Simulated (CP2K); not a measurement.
# InH5Se (SMILES [SeH2+][InH3-]): a first try and a second

Aim: energy and forces of InH5Se at GFN2-xTB.

Program for the calculation: CP2K 2026.2.

## 1. The molecule

InH5Se has 7 atoms, charge 0, and is taken as a singlet. SMILES: `[SeH2+][InH3-]`. The shape comes from GFN2-xTB, which is rough for such elements, and wasn't checked as a minimum.

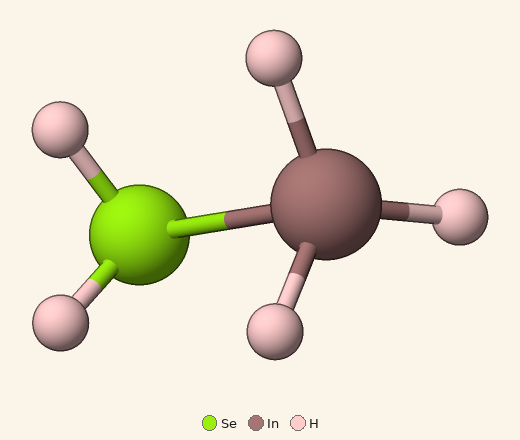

Viewed from a chosen angle; selenium green, indium brown, hydrogen pink.

## 2. First attempt

Contents of run.inp:

```
&FORCE_EVAL
  METHOD QS
  &DFT
    CHARGE 0
    MULTIPLICITY 1
    &QS
      METHOD XTB
      EPS_DEFAULT 1.0E-10
      &XTB
        GFN_TYPE TBLITE
        &TBLITE
          METHOD GFN2
        &END TBLITE
        CHECK_ATOMIC_CHARGES F
      &END XTB
    &END QS
    &POISSON
      PERIODIC NONE
      POISSON_SOLVER ANALYTIC
    &END POISSON
    &SCF
      SCF_GUESS ATOMIC
      EPS_SCF 1.0E-06
      MAX_SCF 4
      ADDED_MOS 4
      IGNORE_CONVERGENCE_FAILURE T
      &DIAGONALIZATION
        ALGORITHM STANDARD
      &END DIAGONALIZATION
      &MIXING
        METHOD DIRECT_P_MIXING
        ALPHA 0.4
      &END MIXING
      &SMEAR ON
        METHOD FERMI_DIRAC
        ELECTRONIC_TEMPERATURE [K] 300
      &END SMEAR
    &END SCF
    &PRINT
      &MOMENTS
        PERIODIC F
        REFERENCE COM
        MAX_MOMENT 1
      &END MOMENTS
      &MO ON
        ENERGIES T
        OCCUPATION_NUMBERS T
        NDIGITS 6
        &EACH
          QS_SCF 0
        &END EACH
        ADD_LAST NUMERIC
      &END MO
      &HIRSHFELD OFF
      &END HIRSHFELD
    &END PRINT
  &END DFT
  &SUBSYS
    &CELL
      ABC [angstrom] 11.2 12.3 10.8
      PERIODIC NONE
    &END CELL
    &COORD
      Se    -0.997300    -1.277900     0.483110
      In     0.448450     1.141660     0.024340
      H      0.157960    -2.149720     0.464290
      H     -1.253510    -1.558730    -0.913880
      H     -0.052240     1.272670    -1.591100
      H     -0.263450     2.131850     1.192280
      H      1.960080     0.440180     0.340960
    &END COORD
    &TOPOLOGY
      &CENTER_COORDINATES
      &END CENTER_COORDINATES
    &END TOPOLOGY
  &END SUBSYS
  &PRINT
    &FORCES ON
    &END FORCES
  &END PRINT
&END FORCE_EVAL
&GLOBAL
  PROJECT run
  RUN_TYPE ENERGY_FORCE
  PRINT_LEVEL MEDIUM
&END GLOBAL
```

On the command line:

```console
OMP_NUM_THREADS=1 cp2k.psmp run.inp > run.out
```

Log:

```text
CP2K| version string:                                       CP2K version 2026.2
 CP2K| Input file name                                                   run.inp

[... 61 lines left out ...]
 xTB| tblite SCC mixer min weight:                                     1.000E+00
[... 123 lines left out ...]
  Step     Update method      Time    Convergence         Total energy    Change
[... 10 lines left out ...]
  Electrostatic energy:                                         0.01884827241645
[... 3 lines left out ...]
  Electronic entropic energy:                                  -0.00000000000000
[... 3 lines left out ...]
  Total energy (extrapolated to T->0):                         -6.88798711366425
[... 1 line left out ...]
 *** WARNING in qs_scf.F:700 :: SCF run NOT converged ***
[... 14 lines left out ...]
 TB_DIPOLE| Ref. Point [Bohr]       9.66104274      11.92686243      10.96562700
[... 2 lines left out ...]
 TB_DIPOLE| Derivative [a.u.]       0.00000000       0.00000000       0.00000000
[... 55 lines left out ...]
 -------------------------------------------------------------------------------
```

It took 0.24 s on 1 thread of Arm Neoverse V1, shared host.

## 3. Diagnosis

The run stopped without converging.

What is wrong: few scf steps. Among its listed settings the sound run differs in this, and the input shows the rest: SCF iteration cap 150 in place of 4.

## 4. The mended input

Contents of qs.inp:

```
&FORCE_EVAL
  METHOD Quickstep
  &DFT
    CHARGE 0
    MULTIPLICITY 1
    &QS
      METHOD XTB
      EPS_DEFAULT 1.0E-10
      &XTB
        GFN_TYPE TBLITE
        &TBLITE
          METHOD GFN2
        &END TBLITE
        CHECK_ATOMIC_CHARGES F
      &END XTB
    &END QS
    &POISSON
      PERIODIC NONE
      POISSON_SOLVER ANALYTIC
    &END POISSON
    &SCF
      SCF_GUESS ATOMIC
      EPS_SCF 1.0E-06
      MAX_SCF 150
      ADDED_MOS 4
      &DIAGONALIZATION
        ALGORITHM STANDARD
      &END DIAGONALIZATION
      &MIXING
        METHOD DIRECT_P_MIXING
        ALPHA 0.4
      &END MIXING
      &SMEAR ON
        METHOD FERMI_DIRAC
        ELECTRONIC_TEMPERATURE [K] 300
      &END SMEAR
    &END SCF
    &PRINT
      &MOMENTS
        PERIODIC F
        REFERENCE COM
        MAX_MOMENT 1
      &END MOMENTS
      &MO ON
        ENERGIES T
        OCCUPATION_NUMBERS T
        NDIGITS 6
        &EACH
          QS_SCF 0
        &END EACH
        ADD_LAST NUMERIC
      &END MO
      &HIRSHFELD OFF
      &END HIRSHFELD
    &END PRINT
  &END DFT
  &SUBSYS
    &CELL
      ABC [angstrom] 11.2 12.3 10.8
      PERIODIC NONE
    &END CELL
    &COORD
      Se    -0.997300    -1.277900     0.483110
      In     0.448450     1.141660     0.024340
      H      0.157960    -2.149720     0.464290
      H     -1.253510    -1.558730    -0.913880
      H     -0.052240     1.272670    -1.591100
      H     -0.263450     2.131850     1.192280
      H      1.960080     0.440180     0.340960
    &END COORD
    &TOPOLOGY
      &CENTER_COORDINATES
      &END CENTER_COORDINATES
    &END TOPOLOGY
  &END SUBSYS
  &PRINT
    &FORCES ON
    &END FORCES
  &END PRINT
&END FORCE_EVAL

&GLOBAL
  PROJECT qs
  RUN_TYPE ENERGY_FORCE
  PRINT_LEVEL MEDIUM
&END GLOBAL
```

On the command line:

```console
OMP_NUM_THREADS=1 cp2k.psmp -i qs.inp -o qs.out
```

Log:

```text
CP2K| version string:                                       CP2K version 2026.2
[...]
 GLOBAL| Method name                                                        CP2K
[...]
 GLOBAL| Run type                                                   ENERGY_FORCE
[...]
                             - Atoms:                                          7
[...]
                             - Spherical basis functions:                     23
[...]
 Number of electrons:                                                         14
[...]
  *** SCF run converged in    13 steps ***
[...]
  Fermi energy:                                                -0.30993644361479
[...]
 TB_DIPOLE| Moment [Debye]         -1.35977649      -4.16984022      -0.36974441
 TB_DIPOLE| Derivative [a.u.]       0.00000000       0.00000000       0.00000000
[...]
 ENERGY| Total FORCE_EVAL ( QS ) energy [hartree]             -6.887995770620921
 FORCES| Atomic forces [hartree/bohr]
 FORCES|   Atom     x               y               z               |f|
 FORCES|      1 -6.28678094E-05 -8.07616143E-05 -1.13599062E-04   1.52903717E-04
 FORCES|      2  1.19660135E-04 -4.40684015E-05 -1.41182121E-04   1.90244482E-04
 FORCES|      3 -6.22237027E-05  4.50606992E-05 -5.19684135E-05   9.27522064E-05
 FORCES|      4  8.14971754E-05 -1.49965667E-06  1.97355402E-04   2.13525627E-04
 FORCES|      5 -4.93555014E-05  4.91720146E-05 -2.57548204E-05   7.42776097E-05
 FORCES|      6 -5.51486234E-05  3.34174075E-05  7.59990905E-05   9.96692307E-05
 FORCES|      7  2.84383268E-05 -1.32044877E-06  5.91499239E-05   6.56444630E-05
 FORCES| Sum    -3.16790322E-17 -6.87384177E-17  2.85822798E-17
 FORCES| Total atomic force                                       8.09041277E-17
[...]
```

Wall time 0.26 s (1 thread of Arm Neoverse V1, shared host).

## 5. Outcome

Level: GFN2-xTB.

| quantity | value |
| --- | --- |
| total energy | -6.88800 Eh |
| dipole moment (from atomic charges alone) | 4.40 D |
| HOMO energy | -11.23 eV |
| LUMO energy | -7.52 eV |
| HOMO–LUMO gap | 3.71 eV |
| largest force on an atom | 0.011 eV/Å |

In words: Mulliken charges run from -0.10 on H5 to +0.16 on H3.
